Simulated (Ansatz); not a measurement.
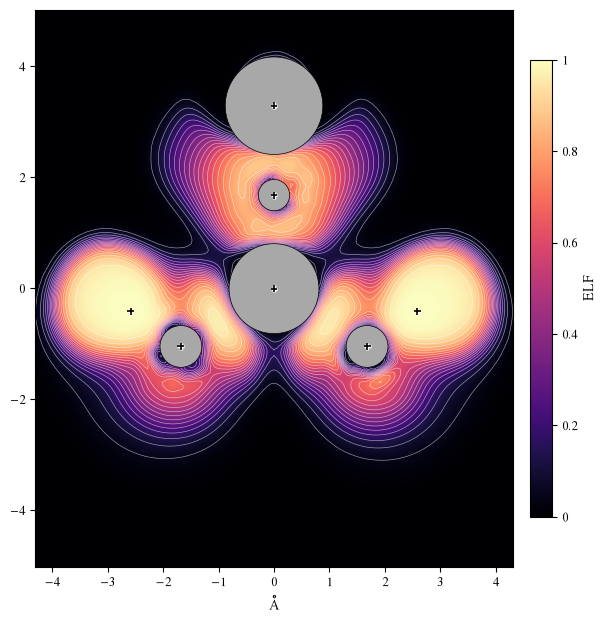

The ELF on a plane through atoms (crosses mark nuclei in the plane; grey discs cover the cores).

All numbers below come from isolated molecule in a Gaussian basis; Kohn-Sham density functional theory, functional PBE0 in Ansatz.

Candidates:
A. C2H6AlLiO (SMILES [Li][O][Al]([CH3])[CH3])
B. CH3ClGe (SMILES [CH3][Ge][Cl])
C. C2H7BrSi (SMILES CC[SiH2]Br)

Q: Which system is this?

A: Candidate A: C2H6AlLiO on the plane of atoms Al3, C2 and H11, which holds C, Al, Li, O and H. Li–O (1.61 Å): the ELF peaks at about 0.85 in the valence shell of O, 0.6 Å from its nucleus, and falls to about 0.40 next to Li (a largely ionic contact). Al–O (1.69 Å): the ELF peaks at about 0.85 in the valence shell of O, 0.6 Å from its nucleus, and is about 0.50 at the midpoint.
